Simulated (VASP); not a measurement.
Band structure of Tl (hcp). Calculation: rev-vdW-DF2, VASP's PBE PAW potentials (set 64) (plane waves; VASP).

Unless said otherwise, spin-orbit coupling is left out, though it shifts the bands of the heavy elements here.

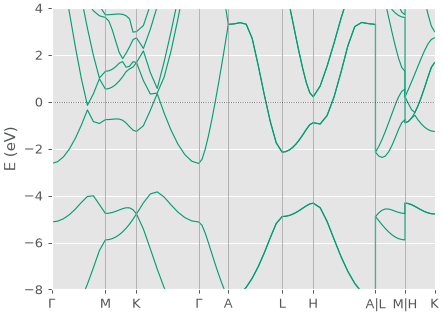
*Bands along high-symmetry lines, zero at the valence-band maximum or, without a gap, the Fermi level*

### Question
Read the plot: is there a gap, and where are the band edges?

### Answer
It has no gap at this level: it comes out as a metal or semimetal. (Edges off the drawn lines would not show.)

The compound is Tl in the hcp structure. It was relaxed first.
